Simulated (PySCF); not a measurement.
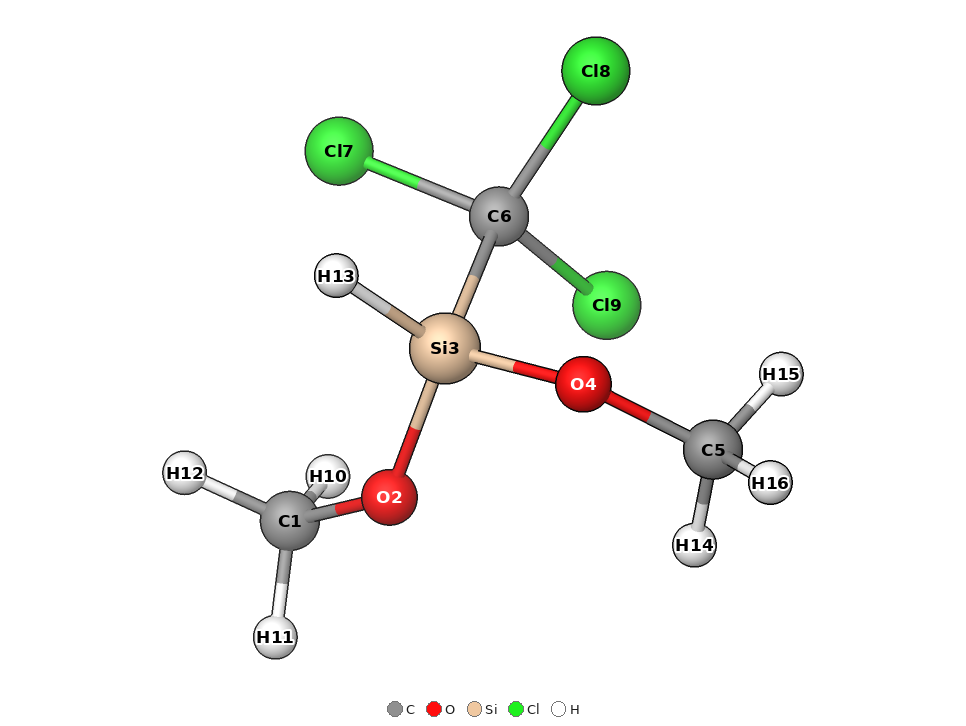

The computed structure is the end point of a PBE0-D3(BJ)/def2-SVP optimisation. No frequency run is at hand to confirm it as a minimum. Level of theory: delta-SCF UKS SCAN, pcX-2 on the ionised atom, pcseg-1 elsewhere, spin-free X2C (PySCF 2.14.0).

Give the core-electron binding energies (to vacuum; p and d levels without spin–orbit splitting) of C1 1s, O2 1s, Si3 1s, Si3 2p, C6 1s, Cl7 1s, Cl7 2p.

| atom | level | binding energy (eV) |
| --- | --- | --- |
| C1 | 1s | 292.7 |
| O2 | 1s | 538.4 |
| Si3 | 1s | 1848.1 |
| Si3 | 2p | 108.3 |
| C6 | 1s | 294.5 |
| Cl7 | 1s | 2829.0 |
| Cl7 | 2p | 207.0 |
